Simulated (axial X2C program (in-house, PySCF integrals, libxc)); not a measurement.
**TaSi⁻: bond curves with and without spin–orbit coupling**

What are the state, bond length, wavenumber and bond energy of TaSi⁻, and what does spin–orbit coupling change?

The runs use an in-house X2C program for linear molecules on PySCF integrals; all-electron X2C, Ta dyall-acv3z, Si dyall-av3z.

All values are calculated.

## Step 1: Input

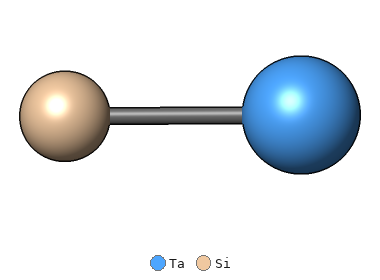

The two atoms at 2.620 Å (tantalum blue, silicon light orange).

task.json reads:

```json
{"zs": [73, 14], "q": -1, "bas": ["dyall-acv3z", "dyall-av3z"], "levels": ["PBE0", "HF", "TPSS"], "cc": true, "r0": 2.62, "thr": -1.0, "nmax": 90, "npts": 10, "nst": 2, "ntry": 6}
```

Keys: zs atomic numbers; q charge; bas basis sets; levels methods (HF also brings MP2); cc coupled cluster on or off; r0 starting distance in Å; thr threshold in hartree for freezing inner shells (an s shell follows its p shell); nmax most natural virtual spinors; npts points asked for on the curve; nst determinants followed; ntry starts of the search.

The run is started by

```bash
$ python so2c.py task.json out
```

Spin-free means the one-electron spin-free X2C Hamiltonian; two-component (2c) means X2C with spin–orbit coupling and atomic mean-field two-electron Coulomb and Gaunt terms. Basis: Ta dyall-acv3z contracted to [14s15p10d7f4g], Si dyall-av3z contracted to [9s8p3d2f]; Gaussian nuclei, density fitting. Masses: Ta 180.948 u, Si 27.977 u.

Notation: σ, π±, δ± give the projection m of an orbital's angular momentum (0, ±1, ±2), α and β its spin, Λ and M_S the sums; ω is the projection of a spinor's total angular momentum and Ω the sum. Logs are in hartree.

The results follow Hamiltonian by Hamiltonian and level by level.

## Step 2: Which state to follow

PBE0 moves the distance from 2.620 Å to 2.291 Å and compares determinants there.

Spin-free determinants:

```tsv
ΔE (eV)	state	open shells
0.00	M_S = 1, Λ = 2	beyond closed shells: σα, δ+α
0.48	M_S = 1, Λ = 3	beyond closed shells: π+α, π+β, π-α, δ+α
0.48	M_S = 1, Λ = 1	beyond closed shells: π+α, π-α, π-β, δ+α
0.82	M_S = 2, Λ = 0	beyond closed shells: π+α, π-α, δ+α, δ-α
1.08	M_S = 3, Λ = 1	beyond closed shells: σα, 2 × π+α, π-α, δ+α, δ-α
1.18	M_S = 2, Λ = 1	beyond closed shells: 2 × σα, π+α, π-α, π-β, δ+α
1.18	M_S = 2, Λ = 3	beyond closed shells: 2 × σα, π+α, π+β, π-α, δ+α
```

Two-component determinants:

```json
{"ΔE (eV)": "0.00", "state": "Ω = 1", "open shells": "excess of +ω over −ω: ω = -1/2, ω = 3/2"}
{"ΔE (eV)": "0.37", "state": "Ω = 0", "open shells": "closed shell"}
{"ΔE (eV)": "0.39", "state": "Ω = 3", "open shells": "excess of +ω over −ω: ω = 1/2, ω = 5/2"}
{"ΔE (eV)": "0.40", "state": "Ω = 2", "open shells": "excess of +ω over −ω: ω = 1/2, ω = 3/2"}
{"ΔE (eV)": "0.54", "state": "Ω = 3", "open shells": "excess of +ω over −ω: 2 × ω = 3/2"}
{"ΔE (eV)": "0.62", "state": "Ω = 1", "open shells": "excess of +ω over −ω: ω = -3/2, ω = 5/2"}
{"ΔE (eV)": "0.82", "state": "Ω = 2", "open shells": "excess of +ω over −ω: ω = -1/2, ω = 5/2"}
```

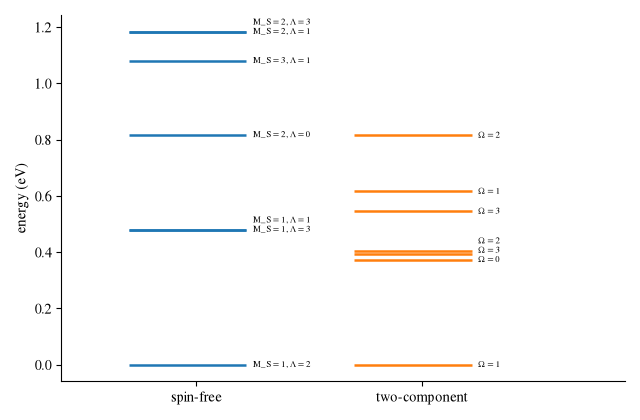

The determinants found, each set from its own lowest.

## Step 3: PBE0, spin-free

State followed: M_S = 1, Λ = 2 (beyond closed shells: σα, δ+α). The scan is laid around 2.291 Å, a first estimate of the minimum, and this SCF restarts from the orbitals of the search.

The SCF at the reference distance of 2.291 Å:

```text
spin-free X2C-1e  PBE0
basis functions 256  fitting functions 1299  grid points 5083
iter        total energy     max residual
   1     -15895.209456316     7.47e-06
   2     -15895.209456294     2.97e-05
   3     -15895.209456320     3.09e-06
   4     -15895.209456321     2.14e-06
converged
one-electron -22307.94254251  Coulomb 6518.24548704  exact exchange -83.99934313  xc functional -257.57552370  nuclear repulsion 236.06246598
```

Along the bond, energies from the lowest point:

```csv
R (Å),E (eV),μ (D),HOMO (eV),LUMO (eV),iterations
1.993,0.9756,-4.16,0.10,1.81,19
2.085,0.3845,-4.73,-0.01,1.80,20
2.154,0.1399,-5.10,-0.10,1.79,20
2.222,0.0225,-5.45,-0.19,1.79,21
2.291,0.0000,-5.76,-0.14,1.78,4
2.371,0.0548,-6.07,-0.12,1.77,20
2.451,0.1652,-6.31,-0.13,1.76,20
2.554,0.3534,-6.54,-0.16,1.76,20
2.680,0.6158,-6.72,-0.20,1.76,20
2.864,1.0097,-6.89,-0.27,1.75,19
```

Dipoles are positive if Si is the positive end and refer to the centre of mass.

Outer orbitals at the reference distance:

```tsv
symmetry	occupied	ε (eV)	atomic character
φ+α	yes	-23.25	100% Ta f
φ-α	yes	-23.15	100% Ta f
δ+α	yes	-23.10	100% Ta f
σα	yes	-23.07	100% Ta f
π+α	yes	-23.07	100% Ta f
δ-α	yes	-23.06	100% Ta f
π-α	yes	-23.06	100% Ta f
φ-β	yes	-23.02	100% Ta f
φ+β	yes	-23.02	100% Ta f
δ-β	yes	-22.93	100% Ta f
δ+β	yes	-22.93	100% Ta f
π-β	yes	-22.87	100% Ta f
π+β	yes	-22.87	100% Ta f
σβ	yes	-22.85	100% Ta f
σα	yes	-6.47	57% Si s, 15% Ta d, 13% Ta s
σβ	yes	-6.39	61% Si s, 12% Ta s, 12% Ta d
σα	yes	-1.47	41% Ta s, 38% Si p, 10% Ta p
σα	yes	-0.71	56% Ta d, 22% Si p, 10% Ta s
σβ	yes	-0.67	40% Si p, 36% Ta s, 14% Ta p
π+α	yes	-0.57	67% Ta d, 26% Si p, 3% Si d
π-α	yes	-0.48	65% Ta d, 28% Si p, 2% Si d
δ+α	yes	-0.28	96% Ta d, 2% Si f
π+β	yes	-0.14	50% Si p, 36% Ta d, 8% Ta p
π-β	yes	-0.14	50% Si p, 36% Ta d, 8% Ta p
σβ	no	1.78	65% Ta p, 25% Ta s, 6% Si p
σα	no	1.85	81% Ta p, 15% Ta s
π-β	no	1.89	99% Ta p
π+β	no	1.89	99% Ta p
```

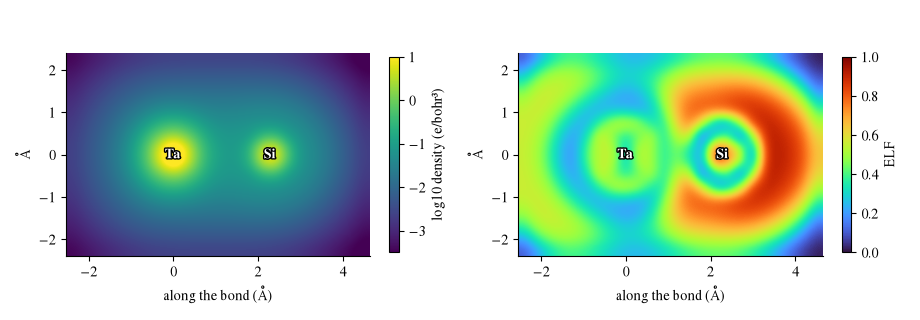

PBE0 fields in a plane through the axis, from a grid of 0.3 Å; Ta lies at z = 0 and Si at z = 2.291 Å; the ELF is damped to zero where the density is low.

Re = 2.277 Å, ωe = 409 cm⁻¹, ωexe = 2.55 cm⁻¹, Be = 0.1342 cm⁻¹, De = 3.12 eV, μ = -5.70 D. ⟨S²⟩ = 2.26 against 2.00 for a pure state, so this determinant mixes spins.

## Step 4: HF, spin-free

Output at 2.291 Å:

```text
spin-free X2C-1e  HF
basis functions 256  fitting functions 1299  grid points 5083
iter        total energy     max residual
   1     -15889.631961997     5.84e-01
   2     -15889.684263939     2.39e-02
   3     -15889.691320039     2.77e-02
   4     -15889.696587760     6.71e-03
   5     -15889.701516748     5.04e-03
   6     -15889.706926153     4.00e-03
   7     -15889.712765712     2.47e-03
   8     -15889.714323363     1.33e-03
   9     -15889.714879749     7.52e-04
  10     -15889.715079077     4.02e-04
  11     -15889.715100028     2.44e-04
  12     -15889.715115225     1.76e-04
  13     -15889.715118793     1.18e-04
  14     -15889.715120268     6.90e-05
  15     -15889.715120794     3.25e-05
  16     -15889.715120941     1.36e-05
  17     -15889.715120964     4.05e-06
  18     -15889.715120967     4.22e-06
  19     -15889.715120969     3.23e-06
  20     -15889.715120970     2.36e-06
converged
one-electron -22308.88308911  Coulomb 6519.46850392  exact exchange -336.36300176  xc functional 0.00000000  nuclear repulsion 236.06246598
```

No constants are quoted: too few points lie around the minimum for a second fit to confirm the first.

## Step 5: TPSS, spin-free

Output at 2.291 Å:

```text
spin-free X2C-1e  TPSS
basis functions 256  fitting functions 1299  grid points 5083
iter        total energy     max residual
   1     -15895.121949589     1.58e-01
   2     -15895.124051364     2.66e-02
   3     -15895.112381929     4.92e-02
   4     -15895.108542662     2.49e-02
   5     -15895.127755533     1.84e-03
   6     -15895.127837995     1.51e-03
   7     -15895.127955887     4.10e-04
   8     -15895.127991508     4.13e-04
   9     -15895.128012203     2.44e-04
  10     -15895.128018560     9.63e-05
  11     -15895.128020049     3.20e-05
  12     -15895.128020848     1.82e-05
  13     -15895.128020895     1.01e-05
  14     -15895.128020901     1.07e-06
  15     -15895.128020901     1.95e-07
converged
one-electron -22305.54277006  Coulomb 6515.76580728  exact exchange 0.00000000  xc functional -341.41352410  nuclear repulsion 236.06246598
```

Re = 2.279 Å, ωe = 435 cm⁻¹, ωexe = 2.16 cm⁻¹, Be = 0.1339 cm⁻¹, De = 3.56 eV, μ = -5.77 D.

## Step 6: MP2 and beyond, spin-free

Correlated methods: 10 electrons correlated (frozen shells, counted by type: Ta 5 s, 4 p, 2 d, 1 f; Si 2 s, 1 p), 336 virtual spinors in MP2, 90 natural virtuals in coupled cluster.

Output of the correlated part at 2.291 Å:

```text
correlated 10  virtual 336  natural virtual 90  E(MP2) -0.185810280  MP2 remainder -0.011758302
iter   CCSD correlation   residual
   1     -0.191459903   2.01e-01
   2     -0.206237670   1.23e-01
   3     -0.216819627   8.15e-02
   4     -0.222016809   4.89e-02
   5     -0.224923460   2.65e-02
   6     -0.225772188   1.50e-02
   7     -0.226311371   7.75e-03
   8     -0.226418819   3.81e-03
   9     -0.226452095   2.12e-03
  10     -0.226491849   1.26e-03
  11     -0.226471786   7.00e-04
  12     -0.226489645   4.11e-04
  13     -0.226486071   2.23e-04
  14     -0.226489426   1.18e-04
  15     -0.226491269   5.73e-05
  16     -0.226492197   2.82e-05
  17     -0.226492659   1.36e-05
  18     -0.226492859   6.66e-06
  19     -0.226492844   3.36e-06
(T) -0.019444096  T1 0.1620  D1 0.2760  max T2 0.110
```

T1 in the output is the amplitude norm over the root of the electron number; divide by √2 for the Lee–Taylor value.

MP2: No constants are quoted: the reference is strongly spin-contaminated.

CCSD: Re = 2.303 Å, ωe = 401 cm⁻¹, ωexe = 2.31 cm⁻¹, Be = 0.1311 cm⁻¹, De = 2.48 eV. T1 at Re = 0.114 (Lee–Taylor, the printed value over √2).

CCSD(T): Re = 2.297 Å, ωe = 419 cm⁻¹, ωexe = 1.93 cm⁻¹, Be = 0.1319 cm⁻¹, De = 2.76 eV. T1 at Re = 0.114 (Lee–Taylor, the printed value over √2).

## Step 7: A higher determinant, spin-free

State: M_S = 1, Λ = 3 (beyond closed shells: π+α, π+β, π-α, δ+α).

Output at the reference distance:

```text
spin-free X2C-1e  PBE0
basis functions 256  fitting functions 1299  grid points 5083
iter        total energy     max residual
   1     -15895.191794496     6.70e-06
   2     -15895.191794500     9.14e-06
   3     -15895.191794502     3.86e-06
converged
one-electron -22306.88905761  Coulomb 6517.17979848  exact exchange -83.99327685  xc functional -257.55172450  nuclear repulsion 236.06246598
```

```csv
R (Å),E above the lowest PBE0 point (eV)
1.993,1.937
2.085,1.154
2.154,0.792
2.222,0.578
2.291,0.481
2.371,0.479
2.451,0.564
2.554,0.754
2.680,1.049
```

Re = 2.331 Å, ωe = 424 cm⁻¹, ωexe = 1.84 cm⁻¹, Be = 0.128 cm⁻¹, μ = -5.21 D. Te = 0.47 eV. As a difference of two determinants it need not be a gap between pure terms.

## Step 8: The spin-free curves together

Energy (eV) of the followed determinant, spin-free, from each level's lowest point:

```csv
R (Å),PBE0,HF,MP2 (spin-contaminated),CCSD,CCSD(T),TPSS
1.993,0.976,1.766,0.793,n/a,n/a,1.034
2.085,0.385,1.026,0.297,0.486,0.482,0.419
2.154,0.140,0.650,0.102,0.204,0.199,0.158
2.222,0.023,0.389,0.014,0.053,0.048,0.028
2.291,0.000,0.214,0.000,0.000,0.000,0.000
2.371,0.055,0.089,0.046,0.028,0.039,0.060
2.451,0.165,0.025,0.128,0.121,0.147,0.190
2.554,0.353,0.000,0.251,0.294,0.347,0.412
2.680,0.616,0.021,0.380,n/a,n/a,0.718
2.864,1.010,0.101,0.553,n/a,n/a,1.164
```

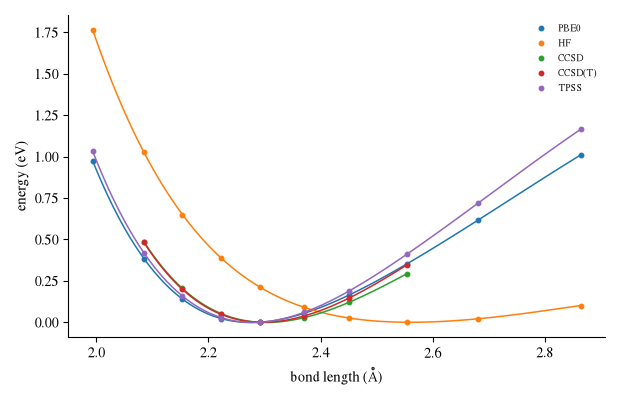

Curves of the followed state, spin-free, each from its own lowest point. Left out: MP2.

[end of part 1 of 2]
